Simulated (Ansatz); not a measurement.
**H2S (hydrogen sulfide): BCCD/def2-QZVP (sfX2C)**

What is the energy difference between two shapes of H2S (hydrogen sulfide) at BCCD/def2-QZVP (sfX2C)? 

The results are computed with Ansatz 0.2.0.

5 further runs of the same task are left out: 2 for a known fault of the program, 3 set aside as unsound or not needed.

### 1 The structure to begin with

H2S: 3 atoms, total charge 0, spin state singlet. SMILES: `S`. The coordinates come from a PBE0-D4/def2-TZVP relaxation.

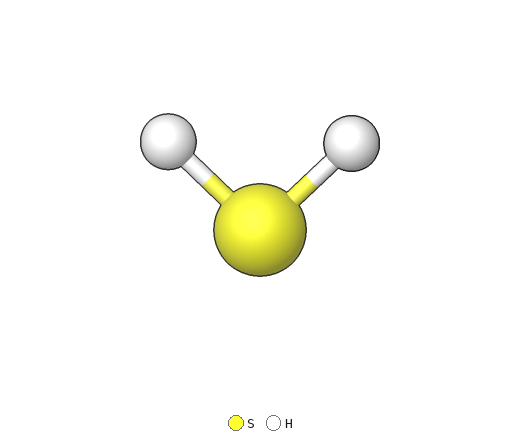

The structure, seen from a chosen angle (sulfur yellow, hydrogen white).

### 2 Energy and forces at BCCD/def2-QZVP (sfX2C)

File run.yaml:

```yaml
crystal:
  periodic: [false, false, false]
  atoms:
    - {symbol: S, position_ang: [0.495500, -0.280600, 0.243900]}
    - {symbol: H, position_ang: [0.097900, 0.997700, 0.162400]}
    - {symbol: H, position_ang: [-0.593400, -0.717100, -0.406300]}
basis:
  gaussian: {orbitals: def2-QZVP.json}
total_charge: 0
magnetization: {spin_polarized: false}
hamiltonian: {pseudopotentials: {relativity: scalar}}
correlation: {method: bccd, diis_vectors: 12}
scf: {lower_state_search: light}
output: {forces: true}
```

The basis set def2-QZVP is read from a file made from the Basis Set Exchange's data (not shown).

On the command line:

```bash
$ ansatz run run.yaml --threads 1 --pin off --max-ram 2610MiB --events-out events.jsonl --progress --plain --runs-dir runs
```

What it wrote (excerpt; [...] marks lines left out):

```text
Warning: RAYON_NUM_THREADS=1 ignored (pool sized by the plan → 1); use --threads N
Functional definition: HF
  name "HF"
[...]
756 factors; integrals over basis functions are off by at most 1.3e-3 eV
[...]
mean field -10877.24645139 eV, -399.7314342261 hartree, gradient 9.7e-7 eV, S^2 0.000000; 0 other end points of the search recorded, 0 dependent functions left out
5 core orbitals not correlated: weight in the atoms' cores, before any rotation towards them, 1.000 or more for the frozen orbitals, at most 0.000 for the correlated occupied ones
reference -10877.24645139 eV, -399.7314342261 hartree; 4, 4 occupied and 121, 121 virtual orbitals, 756 factors
second order -5.64734828 eV of doubles, -0.00000000 eV of singles
cycle   1  -6.06848994 eV  change   -4.2e-1 eV  update   4.9e-2
[...]
cycle   9  -6.23825144 eV  change    3.2e-6 eV  update   2.1e-6
[...]
Total energy: -10883.48470283 eV, -399.9606857382 hartree
Relativity: scalar
Atom 0 at     0.495500    -0.280600     0.243900 Å, force    -0.188494     0.105072    -0.092964 eV/Å
Atom 1 at     0.097900     0.997700     0.162400 Å, force     0.055048    -0.147973     0.014430 eV/Å
Atom 2 at    -0.593400    -0.717100    -0.406300 Å, force     0.133446     0.042901     0.078534 eV/Å
Dipole moment:    -0.170602     0.096619    -0.083974 e Å
```

Run time: 25 s. Hardware: 1 thread of Arm Neoverse V2, shared host; peak memory 1.2 GiB.

### 3 The distorted shape, same level

File run.yaml:

```yaml
crystal:
  periodic: [false, false, false]
  atoms:
    - {symbol: S, position_ang: [0.512372, -0.293006, 0.256368]}
    - {symbol: H, position_ang: [0.103684, 1.024887, 0.177757]}
    - {symbol: H, position_ang: [-0.571516, -0.734026, -0.410196]}
basis:
  gaussian: {orbitals: def2-QZVP.json}
total_charge: 0
magnetization: {spin_polarized: false}
hamiltonian: {pseudopotentials: {relativity: scalar}}
correlation: {method: bccd, diis_vectors: 12}
scf: {lower_state_search: light}
output: {forces: true}
```

The basis set def2-QZVP is read from a file made from the Basis Set Exchange's data (not shown).

On the command line:

```bash
$ ansatz run run.yaml --threads 1 --pin off --max-ram 2610MiB --events-out events.jsonl --progress --plain --runs-dir runs
```

What it wrote (excerpt; [...] marks lines left out):

```text
Warning: RAYON_NUM_THREADS=1 ignored (pool sized by the plan → 1); use --threads N
[... 2 set-up lines as earlier in the session ...]
[...]
757 factors; integrals over basis functions are off by at most 1.3e-3 eV
[...]
mean field -10877.20614120 eV, -399.7299528539 hartree, gradient 1.2e-6 eV, S^2 0.000000; 0 other end points of the search recorded, 0 dependent functions left out
5 core orbitals not correlated: weight in the atoms' cores, before any rotation towards them, 1.000 or more for the frozen orbitals, at most 0.000 for the correlated occupied ones
reference -10877.20614120 eV, -399.7299528539 hartree; 4, 4 occupied and 121, 121 virtual orbitals, 757 factors
second order -5.65463187 eV of doubles, -0.00000000 eV of singles
cycle   1  -6.07666565 eV  change   -4.2e-1 eV  update   5.0e-2
[...]
cycle   9  -6.25018041 eV  change    2.9e-6 eV  update   2.4e-6
[...]
Total energy: -10883.45632160 eV, -399.9596427473 hartree
Relativity: scalar
Atom 0 at     0.512372    -0.293006     0.256368 Å, force    -0.544999     0.961331    -0.197479 eV/Å
Atom 1 at     0.103684     1.024887     0.177757 Å, force     0.312207    -1.085880     0.050847 eV/Å
Atom 2 at    -0.571516    -0.734026    -0.410196 Å, force     0.232792     0.124549     0.146633 eV/Å
Dipole moment:    -0.170023     0.096415    -0.085289 e Å
```

Run time: 25 s. Hardware: 1 thread of Arm Neoverse V2, shared host; peak memory 1.2 GiB.

### 4 Outcome

At BCCD/def2-QZVP (sfX2C), 5 core orbitals frozen:

| quantity | value |
| --- | --- |
| first shape: total energy | -399.96069 Eh |
| first shape: dipole moment (correlated density) | 1.02 D |
| first shape: correlation energy (5 core orbitals frozen) | -229.3 mEh |
| first shape: largest force on an atom | 0.235 eV/Å |
| distorted shape: total energy | -399.95964 Eh |
| distorted shape: dipole moment (correlated density) | 1.02 D |
| distorted shape: correlation energy (5 core orbitals frozen) | -229.7 mEh |
| distorted shape: largest force on an atom | 1.131 eV/Å |
| energy change with the atoms displaced | 0.028 eV |

In words: With the atoms displaced the energy rises by 0.03 eV (0.7 kcal/mol). The first shape isn't relaxed at this level, so the change isn't measured from a minimum. Mulliken charges (distorted shape) run from -0.19 on S1 to +0.10 on H3; in a basis this large or diffuse they mean little.
